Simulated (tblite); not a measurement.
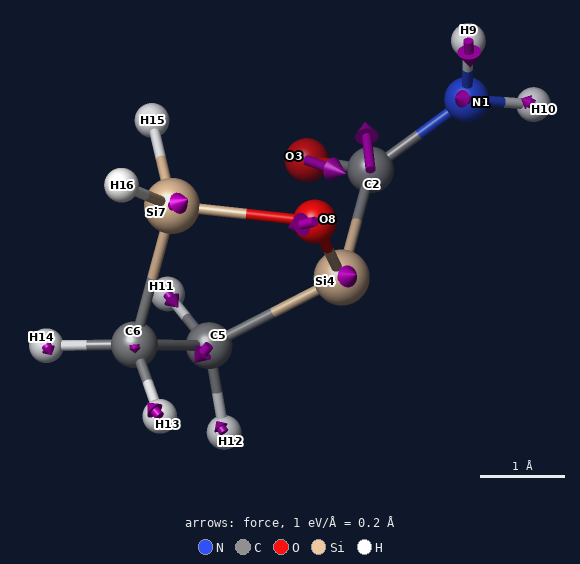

Starting geometry of C3H8NO2Si2 (multiplicity 2) with the computed forces as purple arrows. Style: ball-and-stick. Shown from a free direction.

All numbers below come from GFN2-xTB geometry optimisation, gas phase (tblite). 

> Is this structure relaxed? If not, where do the atoms go?

It isn't relaxed: the largest force vector, on C2, is 3.95 eV/Å. The final displacements follow the starting forces only in part (cosine between the two patterns 0.31). O3 moves most after the best rigid fit: 1.76 Å. By element the largest moves are O 1.76 Å, H 0.92 Å, C 0.63 Å, Si 0.18 Å, N 0.17 Å. Near-neighbour distances that change, for instance: Si7–O8 1.734 → 1.638 Å, N1–C2 1.443 → 1.351 Å, C2–Si4 1.841 → 1.910 Å, C2–O3 1.270 → 1.216 Å. Among the angles between lasting bonds that change: Si4–O8–Si7 99.8° → 119.8°, C2–Si4–C5 106.3° → 121.0°, C5–C6–Si7 99.9° → 108.1°. Groups turn about N1–C2 by about 65°, C2–Si4 by about 45°. After 94 geometry steps the energy has fallen by 43.7 kcal/mol. Cost: 0.66 s on 1 thread of Arm Neoverse V2, with other jobs on the host.
